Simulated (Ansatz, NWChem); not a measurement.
## How basis sets differ on SiH2Cl2 (dichlorosilane (DCS))

SiH2Cl2, singlet, SMILES `Cl[SiH2]Cl`. Each level relaxes the structure for itself.

Quantity: the highest harmonic wavenumber at each level's own minimum, in cm⁻¹. The values are calculated.

```
                          level          kind  program  value (cm⁻¹)
                      HF/STO-3G  Hartree–Fock   Ansatz          2921
                       HF/3-21G  Hartree–Fock   Ansatz          2421
HF/6-31G* (spherical functions)  Hartree–Fock   NWChem          2478
HF/6-31G* (Cartesian functions)  Hartree–Fock   Ansatz          2479
                     HF/cc-pVTZ  Hartree–Fock   Ansatz          2396
```

Harmonic and unscaled. The values span 2396 to 2921 cm⁻¹. Without the sets that lack polarisation functions the rows with a basis span only 2396 to 2479 cm⁻¹.

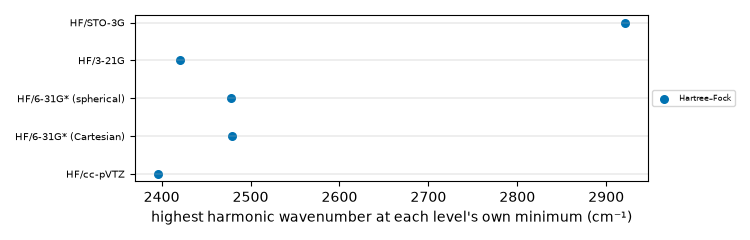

The values of the table, level by level.
